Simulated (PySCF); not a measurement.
**C$_{3}$H$_{2}$N, doublet, SMILES `C=[C]C#N`: what the electrons do**

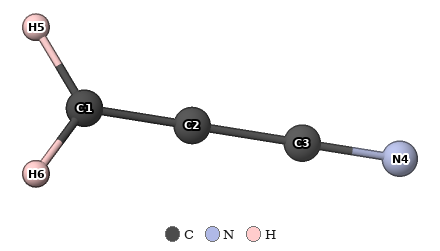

The molecule, with its atoms numbered as below. No frequency check shows the geometry to be a minimum.

Coordinates in Å:

```
C1       1.8041   -0.0001    0.0000
C2       0.5132    0.0001    0.0000
C3      -0.8071    0.0001    0.0000
N4      -1.9759   -0.0001    0.0000
H5       2.3850   -0.9150    0.0000
H6       2.3850    0.9150    0.0000
```

Part 1: Bonding charge

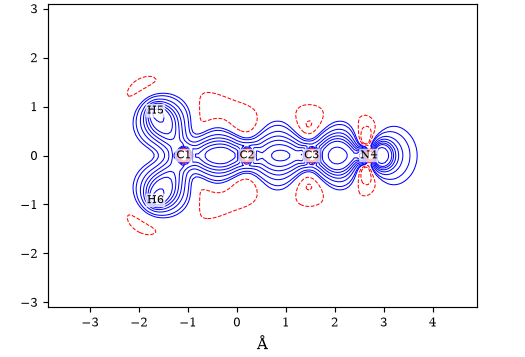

Deformation density (molecule less spherical, spin-averaged free atoms) in the molecular plane; contours at ±0.05 to ±0.8 e/Å³; solid blue lines: gain, dashed red lines: loss.

Level of theory: ωB97X/def2-SVPD (PySCF), at a geometry from GFN2-xTB. The stability of the open-shell solution wasn't checked. GFN2-xTB doesn't know the spin state, so this open-shell geometry is rough.

Q: How much density has each bond in this plane gained at its critical point, relative to the free atoms?

A: C3–N4: +0.88 e/Å³ at the bond critical point (bond length 1.17 Å). C1–H5 and C1–H6: +0.72 e/Å³ at the bond critical point (bond length 1.08 Å). C1–C2: +0.70 e/Å³ at the bond critical point (bond length 1.29 Å). C2–C3: +0.64 e/Å³ at the bond critical point (bond length 1.32 Å). In all, 1.5 electrons gather in the regions of gain relative to the promolecule.

Q: Where do the Hirshfeld charges lie?

A: The highest Hirshfeld charge is on H5 and H6 (+0.07 e), the lowest on N4 (−0.18 e).

Part 2: Local ionisation energy

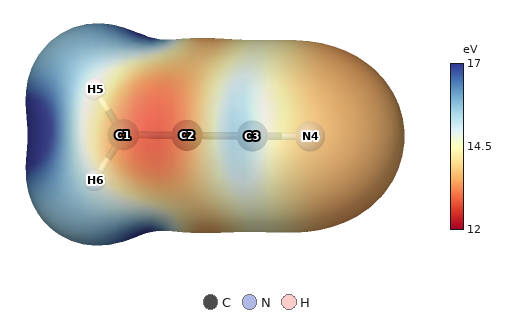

Average local ionisation energy on the surface of electron density 0.001 a.u.

Q: Locate the minima of the map.

A: The lowest value is 12.7 eV, off the molecular plane, over C1 (2.1 Å), and at like points elsewhere. Further minima include 13.4 eV, 1.9 Å from N4, and at like points elsewhere; 13.5 eV, off the C2–C3 bond (2.0 to 2.1 Å from its atoms), and at like points elsewhere. For comparison, the highest occupied orbital lies at −9.4 eV.

Q: What volume does the surface enclose, and what is the dipole moment?

A: About 79 Å³; the dipole moment is 4.1 D.

Part 3: Spin density

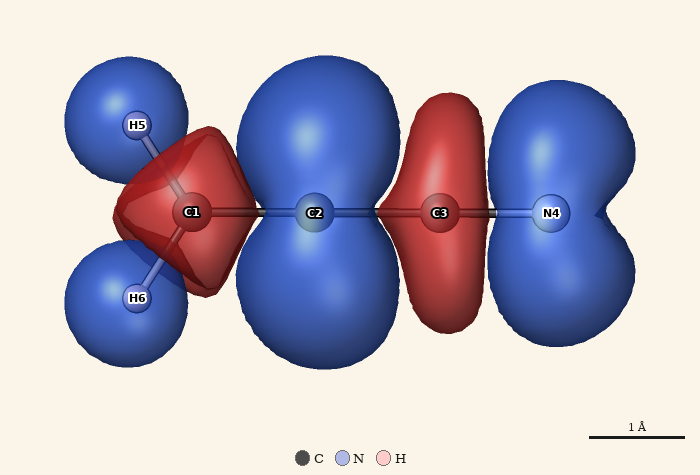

Spin density ρα − ρβ at ±0.01 e/Å³ (blue: excess α, red: excess β).

Q: Where is the unpaired spin?

A: Hirshfeld spin populations: C2 +0.56 and N4 +0.41. Spin polarisation leaves negative spin on C3 (−0.02) and C1 (−0.02). ⟨S²⟩ = 0.80, against 0.75 for a pure state. The picture also shows regions of β spin from spin polarisation; the Hirshfeld sums, whose atoms overlap, net them against the α spin of neighbours.

Part 4: In an electric field

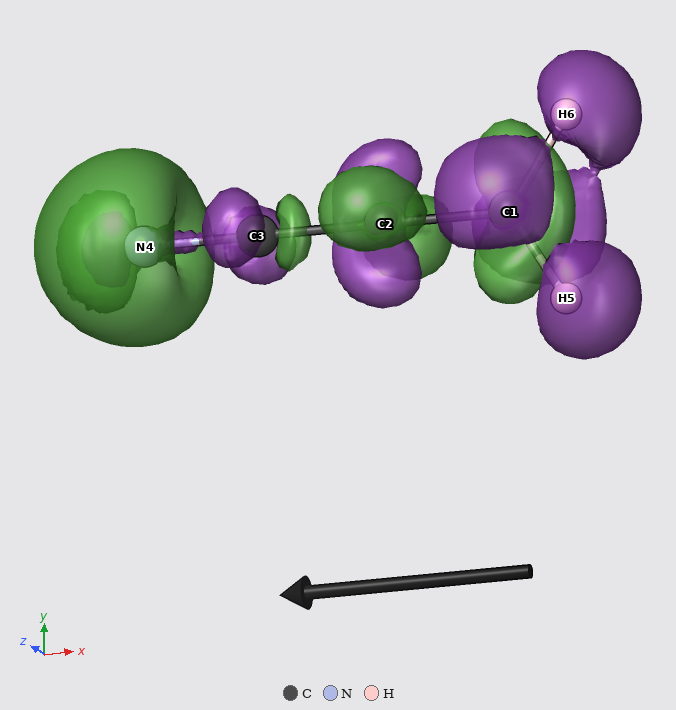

Change of the electron density in a uniform field of 0.21 V/Å along −x (arrow), surfaces at ±0.003 e/Å³ (purple: gain, green: loss).

Level of theory: TPSS/aug-cc-pVDZ (PySCF), at a geometry from GFN2-xTB. The stability of the open-shell solution wasn't checked. GFN2-xTB doesn't know the spin state, so this open-shell geometry is rough.

The field was applied in both directions; the picture shows the one opposite to the script's first.

Q: How large is the response?

A: The induced dipole is 0.82 D (along the field); α along this axis, from the fields in both directions, is 81 bohr³ (12.0 Å³).
